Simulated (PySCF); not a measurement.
# triplet SiH4: levels of theory compared

Wanted: a comparison of 4 runs (UHF/STO-3G, UHF/3-21G, UB2PLYP/cc-pVTZ, UCAM-B3LYP/cc-pVTZ) of triplet SiH4. Input form: a Python script.

The results are computed with PySCF 2.14.0.

7 further runs of the same task are left out: 1 that didn't finish, 6 set aside as unsound or not needed. Runs told in other sessions of the task aren't counted.

## 1. Starting point

SiH4 has 5 atoms, charge 0, and is taken as a triplet. As SMILES of the parent species, `[SiH4]`. The shape is that of a PBE0-D4/def2-TZVP optimisation. That shape belongs to the parent species and isn't relaxed for this state.

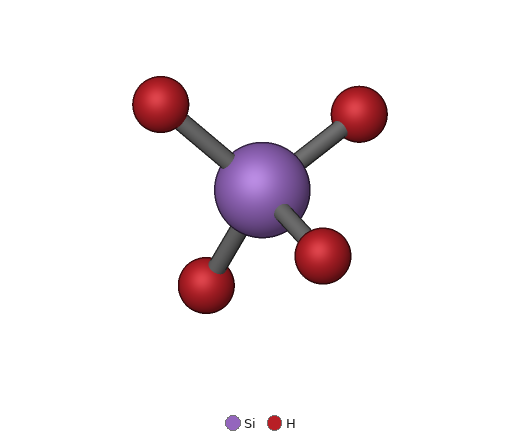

The structure, seen from a chosen angle (silicon purple, hydrogen red).

## 2. The energy at UHF/STO-3G (run 1)

The input, input.xyz:

```xyz
5

Si     0.000000     0.000000    -0.000100
H      0.967600    -0.688400     0.890900
H     -1.331000     0.044900     0.656000
H     -0.105100    -0.740300    -1.282600
H      0.468500     1.383800    -0.264200
```

The input, input.py:

```python
from pyscf import gto

mol = gto.M(
    atom='input.xyz',
    verbose=3,
    basis='sto-3g',
    spin=2,
    max_memory=1860,
)

mf = mol.UHF()
mf.conv_tol = 1e-10
mf.kernel()
if not mf.converged:
    mf = mf.newton().run(mf.mo_coeff, mf.mo_occ)

e_final = mf.e_tot
print(f'total energy: {e_final:.8f} hartree')
```

The run is started by

```
OMP_NUM_THREADS=1 python input.py
```

Log:

```text
WARN: HOMO 0.383372173450002 >= LUMO -0.371661238053238

WARN: HOMO 0.142960378933829 >= LUMO -0.0622040802517976

WARN: HOMO 0.12066281022001 >= LUMO -0.00513661371179264

WARN: HOMO 0.0973409577731356 >= LUMO 0.0119200520717305

WARN: HOMO 0.0980137802745164 >= LUMO 0.0165115216590951

WARN: HOMO 0.101359906657813 >= LUMO 0.0143000711552891

WARN: HOMO 0.095579622790297 >= LUMO 0.0198696784960321

WARN: HOMO 0.0984848383237675 >= LUMO 0.0144066337327415

WARN: HOMO 0.0920263275225344 >= LUMO 0.0215645753470957

WARN: HOMO 0.0966217501228326 >= LUMO 0.0190785130323066

WARN: HOMO 0.0945588255438677 >= LUMO 0.0201609059614588

WARN: HOMO 0.0945426959563065 >= LUMO 0.0203168262378828

WARN: HOMO 0.0945802198236724 >= LUMO 0.0202726360391515

WARN: HOMO 0.0945981306388735 >= LUMO 0.0202710345341198

WARN: HOMO 0.0945855521107494 >= LUMO 0.0202778558935842

WARN: HOMO 0.0945877064064565 >= LUMO 0.0202781131079934

WARN: HOMO 0.0945876664153274 >= LUMO 0.0202780850332311

WARN: HOMO 0.0945876560354647 >= LUMO 0.0202779730794683

converged SCF energy = -287.402945662926  <S^2> = 2.0019235  2S+1 = 3.0012821
total energy: -287.40294566 hartree
```

Wall time 0.83 s (1 thread of Arm Neoverse V1, shared host); peak memory 0.12 GiB.

## 3. The energy at UHF/3-21G (run 2)

The input, run.py:

```python
from pyscf import gto, scf

mol = gto.Mole()
mol.atom = '''
Si       0.000000       0.000000      -0.000100
H        0.967600      -0.688400       0.890900
H       -1.331000       0.044900       0.656000
H       -0.105100      -0.740300      -1.282600
H        0.468500       1.383800      -0.264200
'''
mol.verbose = 3
mol.charge = 0
mol.basis = '3-21g'
mol.spin = 2
mol.max_memory = 1860
mol.build()

calc0 = scf.UHF(mol)
calc0.conv_tol = 1e-10
calc0.kernel()
if not calc0.converged:
    calc0 = calc0.newton().run(calc0.mo_coeff, calc0.mo_occ)

energy = calc0.e_tot
print(f'total energy: {energy:.8f} hartree')
```

The run is started by

```
OMP_NUM_THREADS=1 python run.py
```

Log:

```text
WARN: HOMO 0.149478661543683 >= LUMO -0.400062753814197

WARN: HOMO -0.111292650113731 >= LUMO -0.204565829739684

WARN: HOMO -0.101574481668784 >= LUMO -0.147268446478685

WARN: HOMO -0.108980699048334 >= LUMO -0.138175230729753

WARN: HOMO -0.110463571505153 >= LUMO -0.134831076227738

WARN: HOMO -0.110838951198014 >= LUMO -0.133758339329485

WARN: HOMO -0.110732754180865 >= LUMO -0.133897072347426

WARN: HOMO -0.1118794727209 >= LUMO -0.132882286571817

WARN: HOMO -0.108423327050573 >= LUMO -0.136672401353277

WARN: HOMO -0.110658360696726 >= LUMO -0.134526618606513

WARN: HOMO -0.110172417308249 >= LUMO -0.135031922379345

WARN: HOMO -0.109515963876355 >= LUMO -0.135682002144709

WARN: HOMO -0.110430398481004 >= LUMO -0.13472305796836

WARN: HOMO -0.110082108869119 >= LUMO -0.135079399347021

WARN: HOMO -0.11010887652143 >= LUMO -0.135047816786403

WARN: HOMO -0.110099909796996 >= LUMO -0.13506392269302

WARN: HOMO -0.110096933028344 >= LUMO -0.135064474933094

WARN: HOMO -0.110098572833991 >= LUMO -0.135063661689599

WARN: HOMO -0.110098620632492 >= LUMO -0.135063753028164

WARN: HOMO -0.110098028204691 >= LUMO -0.135063869592541

WARN: HOMO -0.110098035686474 >= LUMO -0.135064070331717

WARN: HOMO -0.110097985568485 >= LUMO -0.135064039451305

converged SCF energy = -289.337851957932  <S^2> = 2.089132  2S+1 = 3.0588442
total energy: -289.33785196 hartree
```

Wall time 0.7 s (1 thread of Arm Neoverse V1, shared host); peak memory 0.1 GiB.

Run 3 isn't shown in full; the table further down has it.

## 4. A single-point energy at UCAM-B3LYP/cc-pVTZ (run 4)

The input, input.py:

```python
from pyscf import gto, dft

molecule = gto.M(
    atom='''
Si     0.000000     0.000000    -0.000100
H      0.967600    -0.688400     0.890900
H     -1.331000     0.044900     0.656000
H     -0.105100    -0.740300    -1.282600
H      0.468500     1.383800    -0.264200
''',
    spin=2,
    basis='cc-pvtz',
    max_memory=1860,
    verbose=3,
)

calc0 = dft.UKS(molecule)
calc0.xc = 'cam-b3lyp'
calc0.conv_tol = 1e-10
calc0.grids.level = 5
calc0.kernel()
if not calc0.converged:
    calc0 = calc0.newton().run(calc0.mo_coeff, calc0.mo_occ)

e_final = calc0.e_tot
print('Final energy', e_final)
```

The run is started by

```
OMP_NUM_THREADS=1 python input.py
```

Log:

```text
WARN: HOMO 0.0451071040708527 >= LUMO -0.392177420422545

WARN: HOMO -0.104820664614139 >= LUMO -0.311407104047933

WARN: HOMO -0.0962367249830391 >= LUMO -0.26431267662968

WARN: HOMO -0.0973272892805213 >= LUMO -0.25677957129539

WARN: HOMO -0.0974707835056341 >= LUMO -0.255886924413844

WARN: HOMO -0.0976271172395 >= LUMO -0.25573317978467

WARN: HOMO -0.0977738241988853 >= LUMO -0.255502190657537

WARN: HOMO -0.0977777423625614 >= LUMO -0.255604358472283

WARN: HOMO -0.0983847890335205 >= LUMO -0.255332365482188

[... 8 lines left out ...]
WARN: HOMO -0.097672716842065 >= LUMO -0.255654289072908
[... 11 lines left out ...]
WARN: HOMO -0.0973339171330982 >= LUMO -0.255800311645483
[... 11 lines left out ...]
WARN: HOMO -0.0972910847769581 >= LUMO -0.255769882569649
[... 11 lines left out ...]
WARN: HOMO -0.0970499842925916 >= LUMO -0.255518940691907
[... 11 lines left out ...]
WARN: HOMO -0.0967246956471408 >= LUMO -0.255249460332506
[... 1 line left out ...]
WARN: HOMO -0.0967447494120037 >= LUMO -0.25556462568303

WARN: HOMO -0.0967329090341122 >= LUMO -0.255464116484749

WARN: HOMO -0.0967321057434258 >= LUMO -0.255473425582222

WARN: HOMO -0.0967351401533456 >= LUMO -0.255496157729252

WARN: HOMO -0.0967366471938274 >= LUMO -0.255510965742602

WARN: HOMO -0.0967335182786604 >= LUMO -0.255492914966325

WARN: HOMO -0.0967330242299465 >= LUMO -0.255493201792947

WARN: HOMO -0.0967323345869779 >= LUMO -0.25549261982577

WARN: HOMO -0.0967330218478422 >= LUMO -0.255492730537151

WARN: HOMO -0.0967334134093925 >= LUMO -0.255493080762148

WARN: HOMO -0.0967334290026693 >= LUMO -0.255493095032719

converged SCF energy = -291.562961009825  <S^2> = 2.0204628  2S+1 = 3.013611
Final energy -291.56296100982496
```

It took 80 s on 1 thread of Arm Neoverse V1, shared host; peak memory 0.44 GiB.

## 5. All runs side by side

| run | level | frozen core orbitals | integration grid | energy (Eh) | dipole moment (D) | ⟨S²⟩ | wall time |
| --- | --- | --- | --- | --- | --- | --- | --- |
| 1 | UHF/STO-3G | – | – | -287.402946 | 0.67 | 2.002 | 0.83 s |
| 2 | UHF/3-21G | – | – | -289.337852 | 2.84 | 2.089 | 0.7 s |
| 3 | UB2PLYP/cc-pVTZ | 5 | 5 | -291.431212 | 2.65 | 2.039 | 46 s |
| 4 | UCAM-B3LYP/cc-pVTZ | – | 5 | -291.562961 | 2.24 | 2.020 | 80 s |

## 6. Results

```
                                 quantity          value
                      run 4: total energy  -291.56296 Eh
                     run 4: dipole moment         2.24 D
run 4: HOMO energy (highest over α and β)       -2.63 eV
                              run 4: ⟨S²⟩          2.020
```

In words: The dipole moment (its size) runs from 0.67 D (UHF/STO-3G) to 2.84 D (UHF/3-21G). The two dipoles point in opposite directions. Totals of different functionals can't be ranked against each other. In run 1 the basis is minimal, so the values are rough. All runs together took 2.1 min, the longest 80 s.
